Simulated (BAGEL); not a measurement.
# BClF2 (chlorodifluoroborane) at HF/aug-cc-pVDZ (density fitting with qzvpp-jkfit)

What is the vertical ionisation energy of BClF2 (chlorodifluoroborane) at HF/aug-cc-pVDZ (density fitting with qzvpp-jkfit)? 

The calculation is run with BAGEL 1.2.2.

2 further runs of the same task are left out: 2 set aside as unsound or not needed. Runs told in other sessions of the task aren't counted.

### Step 1. The structure to begin with

BClF2: 4 atoms, total charge 0, spin state singlet. As SMILES, `FB(F)Cl`. Geometry: relaxed at PBE0-D4/def2-TZVP.

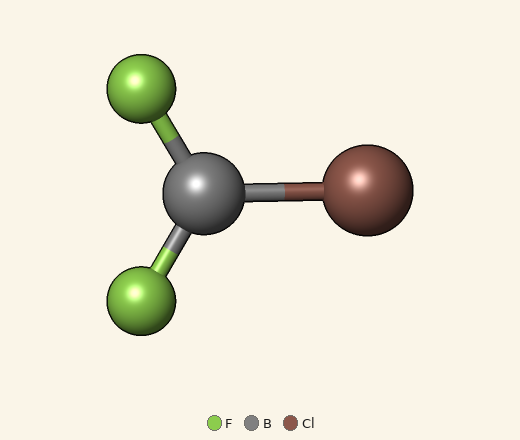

Viewed from a chosen angle; fluorine green, boron grey, chlorine brown.

### Step 2. A single-point energy at HF/aug-cc-pVDZ (density fitting with qzvpp-jkfit)

calc.json reads:

```json
{ "bagel": [

{
  "title": "molecule",
  "basis": "aug-cc-pvdz.json",
  "df_basis": "qzvpp-jkfit",
  "angstrom": "true",
  "geometry": [
    { "atom": "F", "xyz": [   -0.173700,   -1.254300,   -0.546300 ] },
    { "atom": "B", "xyz": [   -0.067100,   -0.041300,   -0.062000 ] },
    { "atom": "F", "xyz": [   -1.011600,    0.830100,   -0.317700 ] },
    { "atom": "Cl", "xyz": [    1.307900,    0.405300,    0.905700 ] }
  ]
},
{
  "title": "hf"
},
{
  "title": "print",
  "file": "orbitals.molden",
  "orbitals": "true"
}

]}
```

The basis set aug-cc-pVDZ is read from a file made from the Basis Set Exchange's data (not shown).

Run with:

```sh
$ BAGEL_NUM_THREADS=1 BAGEL calc.json > calc.out
```

The program printed:

```text
* using 1 threads per process

  ===============================================================
  ===============================================================

  *** Geometry ***

  { "atom" : "F", "xyz" : [     -0.328245,     -2.370283,     -1.032357 ] },
  { "atom" : "B", "xyz" : [     -0.126801,     -0.078046,     -0.117163 ] },
  { "atom" : "F", "xyz" : [     -1.911647,      1.568662,     -0.600366 ] },
  { "atom" : "Cl", "xyz" : [      2.471573,      0.765906,      1.711525 ] },

  Number of auxiliary basis functions:      357

  Since a DF basis is specified, we compute 2- and 3-index integrals:
    o Being stored without compression. Storage requirement is 0.026 GB

  Number of basis functions:       96
  Number of electrons      :       40

    * METHOD: MOLECULE                             0.12

  *** RHF ***

  === Nuclear Repulsion ===
   142.1363007535

      * DIIS with orbital gradients will be used.

  === RHF iteration (aug-cc-pvdz.json) ===
      0       -682.97829495          0.01697104           0.04
      1       -683.16722966          0.01214923           0.04
      2       -683.25592739          0.00141034           0.04
      3       -683.25707622          0.00035053           0.04
      4       -683.25715866          0.00005777           0.04
      5       -683.25716111          0.00001341           0.04
      6       -683.25716127          0.00000466           0.04
      7       -683.25716129          0.00000139           0.04
      8       -683.25716129          0.00000050           0.04
      9       -683.25716129          0.00000011           0.04
     10       -683.25716129          0.00000003           0.04
     11       -683.25716129          0.00000001           0.04
     12       -683.25716129          0.00000000           0.04
    * SCF iteration converged.

    * Permanent dipole moment:
           (   -0.077605,    -0.025539,    -0.054842) a.u.

    * METHOD: HF                                   0.63

    * METHOD: PRINT                                0.02

  ===============================================================
```

Wall time 0.96 s (1 thread of Arm Neoverse V2, shared host).

### Step 3. The doublet cation

calc.json reads:

```json
{ "bagel" : [

{
  "title" : "molecule",
  "basis" : "aug-cc-pvdz.json",
  "df_basis" : "qzvpp-jkfit",
  "angstrom" : true,
  "geometry" : [
    { "atom" : "F", "xyz" : [      -0.173700,      -1.254300,      -0.546300 ] },
    { "atom" : "B", "xyz" : [      -0.067100,      -0.041300,      -0.062000 ] },
    { "atom" : "F", "xyz" : [      -1.011600,       0.830100,      -0.317700 ] },
    { "atom" : "Cl", "xyz" : [       1.307900,       0.405300,       0.905700 ] }
  ]
},

{ "title" : "uhf", "charge" : 1, "nopen" : 1 },

{ "title" : "print", "file" : "orbitals.molden", "orbitals" : true }

]}
```

The basis set aug-cc-pVDZ is read from a file made from the Basis Set Exchange's data (not shown).

Run with:

```sh
$ BAGEL_NUM_THREADS=1 BAGEL calc.json > calc.out
```

The program printed:

```text
* using 1 threads per process

  ===============================================================
  ===============================================================

  *** Geometry ***

  { "atom" : "F", "xyz" : [     -0.328245,     -2.370283,     -1.032357 ] },
  { "atom" : "B", "xyz" : [     -0.126801,     -0.078046,     -0.117163 ] },
  { "atom" : "F", "xyz" : [     -1.911647,      1.568662,     -0.600366 ] },
  { "atom" : "Cl", "xyz" : [      2.471573,      0.765906,      1.711525 ] },

  Number of auxiliary basis functions:      357

  Since a DF basis is specified, we compute 2- and 3-index integrals:
    o Being stored without compression. Storage requirement is 0.026 GB

  Number of basis functions:       96
  Number of electrons      :       40

    * METHOD: MOLECULE                             0.11

  *** Open-shell HF ***

  === Nuclear Repulsion ===
   142.1363007535

      * DIIS with orbital gradients will be used.

  === UHF iteration (aug-cc-pvdz.json) ===
      0       -682.51699913          0.03749860           0.07
      1       -682.69435218          0.02893804           0.07
      2       -682.76726461          0.01705848           0.10
      3       -682.81689307          0.00126775           0.09
      4       -682.81740791          0.00032287           0.09
      5       -682.81745709          0.00009977           0.10
      6       -682.81746676          0.00002209           0.09
      7       -682.81746763          0.00000483           0.09
      8       -682.81746777          0.00000144           0.09
      9       -682.81746780          0.00000075           0.10
     10       -682.81746781          0.00000035           0.09
     11       -682.81746781          0.00000014           0.09
     12       -682.81746781          0.00000005           0.09
     13       -682.81746781          0.00000002           0.09
     14       -682.81746781          0.00000001           0.09
    * SCF iteration converged.

    * S^2 (UHF) is 0.7585

    * Permanent dipole moment:
           (   -1.424296,    -0.462995,    -1.002707) a.u.

    * METHOD: UHF                                  1.48

    * METHOD: PRINT                                0.02

  ===============================================================
```

Wall time 1.8 s (1 thread of Arm Neoverse V2, shared host).

### Step 4. What came out

Level: HF/aug-cc-pVDZ (density fitting with qzvpp-jkfit).

| quantity | value |
| --- | --- |
| singlet BClF2: total energy | -683.25716 Eh |
| singlet BClF2: dipole moment | 0.25 D |
| singlet BClF2: HOMO energy | -13.52 eV |
| singlet BClF2: LUMO energy | 1.28 eV |
| singlet BClF2: HOMO–LUMO gap | 14.79 eV |
| doublet cation: total energy | -682.81747 Eh |
| doublet cation: ⟨S²⟩ | 0.758 |
| vertical ionisation energy (to the doublet cation) | 11.965 eV |

What this shows: The vertical ionisation energy comes to 11.96 eV (276 kcal/mol). The negative HOMO energy of the first species, 13.52 eV, lies 1.55 eV above that difference.
